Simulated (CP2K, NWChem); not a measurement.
**A ladder of methods for SO (sulfur oxide)**

SO: 2 atoms, total charge 0, spin state triplet. As SMILES, `O=S`. The bond length is the measured one.

```xyz
2

O     0.0000    0.0000    0.0000
S     0.0000    0.0000    1.4811
```

Each level gives the vertical ionisation energy (to the doublet cation) (eV). The values are calculated.

| level | kind | program | value (eV) | CPU time (all runs) |
| --- | --- | --- | --- | --- |
| AM1 | semi-empirical | CP2K | 10.20 | under 2 s |
| PM3 | semi-empirical | CP2K | 10.34 | under 2 s |
| UTPSS/pc-0 (density fitting with weigend coulomb fitting) | meta-GGA | NWChem | 10.43 | 3.9 s |
| UPBE0/jorge-DZP | global hybrid | NWChem | 10.64 | 5.5 s |
| UPBE0/jorge-TZP | global hybrid | NWChem | 10.66 | 12 s |
| UPBE0/MINI | global hybrid | NWChem | 11.78 | 2.2 s |
| UPBE0/SBKJC-VDZ (core potential) | global hybrid | NWChem | 11.01 | 2.7 s |
| UPBE0/LANL2DZ (core potential) | global hybrid | NWChem | 11.00 | 2.8 s |
| UPBE0/DGauss-DZVP | global hybrid | NWChem | 10.69 | 5 s |
| UPBE0/MIDI! | global hybrid | NWChem | 10.90 | 3.6 s |

The values span 10.20 to 11.78 eV. Times are those of the runs behind each value, whatever else they computed, on shared processors of several kinds: orders of magnitude only.

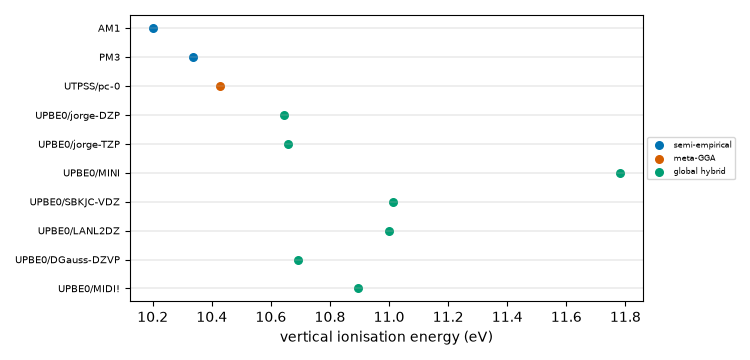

The values of the table, level by level.
